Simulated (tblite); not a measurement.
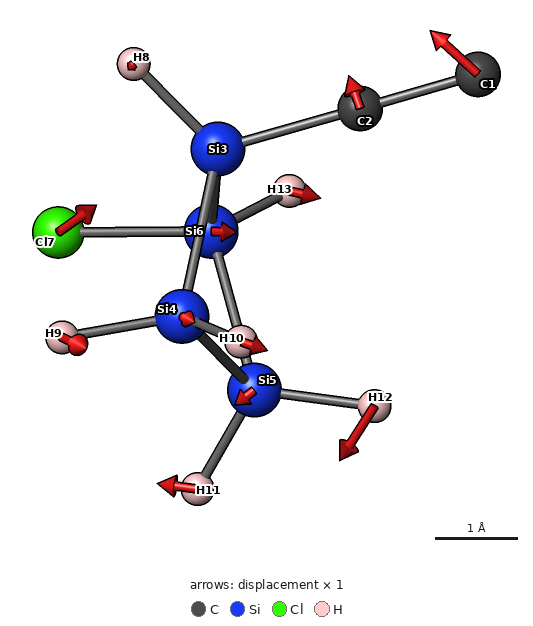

This is a relaxation of C2H6ClSi4 (multiplicity 2). The starting structure is drawn; red arrows show the displacements, at their true length. The two geometries are superimposed by the best rigid fit.

Style: ball-and-stick. Shown from a free direction.

Theory: GFN2-xTB geometry optimisation, gas phase (tblite). 

What did the optimiser do to the structure, and how much energy did it gain?

The energy falls by 259.5 kJ/mol in 94 geometry steps. H12 moves most after the best rigid fit: 0.86 Å. By element the largest moves are H 0.86 Å, C 0.81 Å, Cl 0.67 Å, Si 0.34 Å. Among the contacts that change: C1–C2 1.539 → 1.218 Å, Si3–Si6 2.281 → 2.428 Å, Si5–Si6 2.271 → 2.382 Å, Si3–Si4 2.281 → 2.382 Å. Among the angles between lasting bonds that change: C1–C2–Si3 179.7° → 165.2°, C2–Si3–Si4 110.1° → 119.6°, H9–Si4–H10 111.9° → 102.8°.
